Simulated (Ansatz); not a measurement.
# singlet SnSiH5O− at 6 levels

Wanted: a comparison of 6 runs (HF/def2-SVPD, PBE/def2-SVPD, revPBE/def2-SVPD, MP2/def2-SVPD, CCSD/def2-SVPD, CCSD(T)/def2-SVPD) of singlet SnSiH5O−. 

Program for the calculation: Ansatz 0.2.0.

34 further runs of the same task are left out: 34 set aside as unsound or not needed.

## 1. Starting point

The species is SnSiH5O− (8 atoms), meant as a singlet with charge -1. SMILES of the parent species: `[SiH3][O][SnH2]`. The coordinates come from a PBE0-D4/def2-TZVP relaxation. This is one conformer, not always the lowest. That shape belongs to the parent species and isn't relaxed for this state.

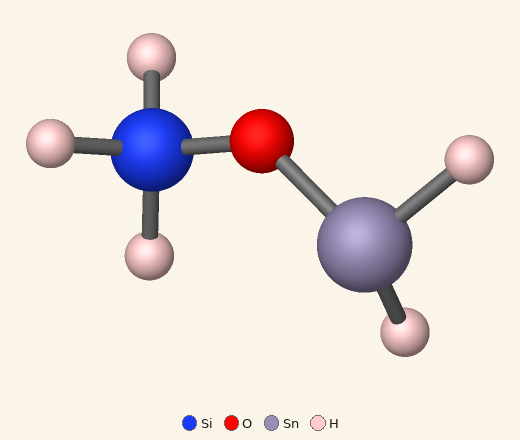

Viewed from a chosen angle; silicon blue, oxygen red, tin purple, hydrogen pink.

## 2. The energy at HF/def2-SVPD (core potential) (run 1)

Contents of in.yaml:

```yaml
crystal:
  periodic: [false, false, false]
  atoms:
    - symbol: Si
      position_ang: [-0.737900, 1.075100, -0.480800]
    - symbol: O
      position_ang: [0.586900, 0.306200, 0.078800]
    - symbol: Sn
      position_ang: [0.956500, -1.332100, 1.108000]
    - symbol: H
      position_ang: [-1.877900, 0.127700, -0.658800]
    - symbol: H
      position_ang: [-0.424600, 1.696400, -1.794600]
    - symbol: H
      position_ang: [-1.173500, 2.142300, 0.461900]
    - symbol: H
      position_ang: [2.665400, -1.489100, 0.950500]
    - symbol: H
      position_ang: [0.097400, -2.583700, 0.279200]
basis:
  gaussian: {orbitals: def2-SVPD}
total_charge: -1
hamiltonian: {xc: hf}
accuracy: high
output: {orbitals: {seedname: orbitals}}
```

Launch:

```console
$ ansatz run in.yaml --threads 1 --pin off --max-ram 3480MiB --events-out events.jsonl --progress --plain --runs-dir runs
```

Standard output:

```text
Warning: RAYON_NUM_THREADS=1 ignored (pool sized by the plan → 1); use --threads N
Functional definition: HF
  name "HF"
  exchange = exact_x
  correlation = 0
2537 factors; integrals over basis functions are off by at most 3.5e-9 eV
mean field evaluation 1: about -15779.4159 eV, gradient 2.0e1 eV
mean field evaluation 2: about -15779.5015 eV, gradient 2.0e1 eV
mean field evaluation 4: about -15780.9842 eV, gradient 3.6e0 eV
mean field evaluation 8: about -15781.0229 eV, gradient 1.8e-1 eV
mean field evaluation 16: about -15781.0237 eV, gradient 6.5e-8 eV
mean field -15781.02365613 eV, -579.9419226009 hartree, gradient 6.5e-8 eV, S^2 0.000000; 0 other end points of the search recorded, 0 dependent functions left out
reference -15781.02365613 eV, -579.9419226009 hartree; 25, 25 occupied and 94, 94 virtual orbitals, 2537 factors
Total energy: -15781.02365613 eV, -579.9419226009 hartree
```

Wall time 6.9 s (1 thread of Arm Neoverse V1, shared host); peak memory 0.41 GiB.

## 3. A single-point energy at PBE/def2-SVPD (core potential) (run 2)

Contents of run.yaml:

```yaml
crystal:
  periodic: [false, false, false]
  atoms:
    - {symbol: Si, position_ang: [-0.737900, 1.075100, -0.480800]}
    - {symbol: O, position_ang: [0.586900, 0.306200, 0.078800]}
    - {symbol: Sn, position_ang: [0.956500, -1.332100, 1.108000]}
    - {symbol: H, position_ang: [-1.877900, 0.127700, -0.658800]}
    - {symbol: H, position_ang: [-0.424600, 1.696400, -1.794600]}
    - {symbol: H, position_ang: [-1.173500, 2.142300, 0.461900]}
    - {symbol: H, position_ang: [2.665400, -1.489100, 0.950500]}
    - {symbol: H, position_ang: [0.097400, -2.583700, 0.279200]}
basis:
  gaussian:
    orbitals: def2-SVPD
total_charge: -1
hamiltonian:
  xc: {name: PBE}
accuracy: high
output:
  orbitals: {seedname: orbitals}
```

Launch:

```console
$ ansatz run run.yaml --threads 1 --pin off --max-ram 3480MiB --events-out events.jsonl --progress --plain --runs-dir runs
```

Standard output:

```text
Warning: RAYON_NUM_THREADS=1 ignored (pool sized by the plan → 1); use --threads N
Functional definition: PBE
  name "PBE"
  parameter kappa = 0.804
  parameter beta = 0.06672455060314922
  exchange = pbe_x(kappa = kappa, mu = beta*pi^2/3)
  correlation = pbe_c(beta = beta)
2537 factors; integrals over basis functions are off by at most 3.5e-9 eV
mean field evaluation 1: about -15826.2421 eV, gradient 2.6e1 eV
mean field evaluation 2: about -15825.0634 eV, gradient 3.9e1 eV
mean field evaluation 4: about -15828.1563 eV, gradient 2.7e0 eV
mean field evaluation 8: about -15828.1809 eV, gradient 1.4e-1 eV
mean field evaluation 16: about -15828.1810 eV, gradient 2.0e-5 eV
mean field -15828.18100126 eV, -581.6749230699 hartree, gradient 2.6e-8 eV, S^2 0.000000; 0 other end points of the search recorded, 0 dependent functions left out
reference -15828.18100600 eV, -581.6749232442 hartree; 25, 25 occupied and 94, 94 virtual orbitals, 2537 factors
Total energy: -15828.18100600 eV, -581.6749232442 hartree
```

Wall time 12 s (1 thread of Arm Neoverse V1, shared host); peak memory 0.37 GiB.

Runs 3 to 5 aren't shown in full; the table further down has their settings and results.

## 4. The energy at CCSD(T)/def2-SVPD (core potential) (run 6)

Contents of molecule.yaml:

```yaml
crystal:
  periodic: [false, false, false]
  atoms:
    - {symbol: Si, position_ang: [-0.737900, 1.075100, -0.480800]}
    - {symbol: O, position_ang: [0.586900, 0.306200, 0.078800]}
    - {symbol: Sn, position_ang: [0.956500, -1.332100, 1.108000]}
    - {symbol: H, position_ang: [-1.877900, 0.127700, -0.658800]}
    - {symbol: H, position_ang: [-0.424600, 1.696400, -1.794600]}
    - {symbol: H, position_ang: [-1.173500, 2.142300, 0.461900]}
    - {symbol: H, position_ang: [2.665400, -1.489100, 0.950500]}
    - {symbol: H, position_ang: [0.097400, -2.583700, 0.279200]}
basis:
  gaussian:
    orbitals: def2-SVPD
total_charge: -1
correlation:
  method: ccsd_t
  frozen_orbitals: {H: 0, O: 1, Si: 5, Sn: 4}
accuracy: high
scf:
  omitted_lower_state_checks: [cluster_reference, increment]
```

Launch:

```console
$ ansatz run molecule.yaml --threads 1 --pin off --max-ram 3480MiB --events-out events.jsonl --progress --plain --runs-dir runs
```

Standard output:

```text
Warning: RAYON_NUM_THREADS=1 ignored (pool sized by the plan → 1); use --threads N
Functional definition: HF
  name "HF"
  exchange = exact_x
  correlation = 0
these checks for a lower state are left out or cut short: cluster_reference, increment
2537 factors; integrals over basis functions are off by at most 3.5e-9 eV
mean field evaluation 1: about -15779.4159 eV, gradient 2.0e1 eV
mean field evaluation 2: about -15779.5015 eV, gradient 2.0e1 eV
mean field evaluation 4: about -15780.9842 eV, gradient 3.6e0 eV
mean field evaluation 8: about -15781.0229 eV, gradient 1.8e-1 eV
mean field evaluation 16: about -15781.0237 eV, gradient 6.5e-8 eV
mean field -15781.02365613 eV, -579.9419226009 hartree, gradient 6.5e-8 eV, S^2 0.000000; 0 other end points of the search recorded, 0 dependent functions left out
10 core orbitals not correlated: weight in the atoms' cores, before any rotation towards them, 1.000 or more for the frozen orbitals, at most 0.000 for the correlated occupied ones
reference -15781.02365613 eV, -579.9419226009 hartree; 15, 15 occupied and 94, 94 virtual orbitals, 2537 factors
second order -11.91714388 eV of doubles, -0.00000000 eV of singles
cycle   1  -12.52287699 eV  change   -6.1e-1 eV  update   1.1e-1
cycle   2  -12.97268669 eV  change   -4.5e-1 eV  update   3.6e-2
cycle   3  -13.10244086 eV  change   -1.3e-1 eV  update   2.0e-2
cycle   4  -13.09599953 eV  change    6.4e-3 eV  update   4.7e-3
cycle   5  -13.09394441 eV  change    2.1e-3 eV  update   2.0e-3
cycle   6  -13.09442322 eV  change   -4.8e-4 eV  update   8.1e-4
cycle   7  -13.09420774 eV  change    2.2e-4 eV  update   4.2e-4
cycle   8  -13.09412167 eV  change    8.6e-5 eV  update   2.1e-4
cycle   9  -13.09421215 eV  change   -9.0e-5 eV  update   1.0e-4
cycle  10  -13.09421163 eV  change    5.1e-7 eV  update   3.8e-5
cycle  11  -13.09420094 eV  change    1.1e-5 eV  update   1.6e-5
cycle  12  -13.09420999 eV  change   -9.1e-6 eV  update   7.3e-6
cycle  13  -13.09420900 eV  change    9.9e-7 eV  update   3.1e-6
cycle  14  -13.09421206 eV  change   -3.1e-6 eV  update   1.4e-6
cycle  15  -13.09421295 eV  change   -9.0e-7 eV  update   5.7e-7
cycle  16  -13.09421292 eV  change    3.8e-8 eV  update   2.6e-7
cycle  17  -13.09421289 eV  change    2.4e-8 eV  update   1.3e-7
cycle  18  -13.09421285 eV  change    3.9e-8 eV  update   7.1e-8
cycle  19  -13.09421283 eV  change    1.8e-8 eV  update   4.3e-8
cycle  20  -13.09421283 eV  change    6.8e-9 eV  update   3.0e-8
cycle  21  -13.09421281 eV  change    2.0e-8 eV  update   1.2e-7
cycle  22  -13.09421280 eV  change    8.4e-9 eV  update   2.8e-8
cycle  23  -13.09421280 eV  change   9.4e-10 eV  update   9.3e-9
cycle  24  -13.09421280 eV  change   -2.8e-9 eV  update   4.2e-9
cycle  25  -13.09421280 eV  change   -1.4e-9 eV  update   1.7e-9
perturbative correction -0.39380080 eV, -0.0144719124 hartree
Total energy: -15794.51166973 eV, -580.4375979582 hartree
Checks for a lower state left out: cluster_reference, increment
```

Wall time 83 s (1 thread of Arm Neoverse V1, shared host); peak memory 1.2 GiB.

## 5. The series

```
run                               level  frozen core orbitals  energy (Eh)  wall time
  1       HF/def2-SVPD (core potential)                     –  -579.941923      6.9 s
  2      PBE/def2-SVPD (core potential)                     –  -581.674923       12 s
  3   revPBE/def2-SVPD (core potential)                     –  -581.876208       13 s
  4      MP2/def2-SVPD (core potential)                    10  -580.379870      7.8 s
  5     CCSD/def2-SVPD (core potential)                    10  -580.423126       54 s
  6  CCSD(T)/def2-SVPD (core potential)                    10  -580.437598       83 s
```

## 6. Results

| quantity | value |
| --- | --- |
| run 6: total energy | -580.43760 Eh |
| run 6: correlation energy (10 core orbitals frozen) | -495.7 mEh |
| run 6: (T) correction | -14.47 mEh |
| run 6: T1 diagnostic | 0.013 |

Below the HF energy at the same shape and in the same basis (def2-SVPD): MP2 -437.9 mEh; CCSD -481.2 mEh; CCSD(T) -495.7 mEh. Over runs 1, 2, 3 the HOMO–LUMO gap runs from 1.98 eV (PBE/def2-SVPD) to 7.01 eV (HF/def2-SVPD). Exact exchange widens orbital gaps. The empty levels of an anion lie above zero and hang on the basis. Totals of different functionals can't be ranked against each other. In runs 2, 3 the HOMO lies above zero, so the outermost electron may be held by the basis alone. All runs together took 2.9 min, the longest 83 s.
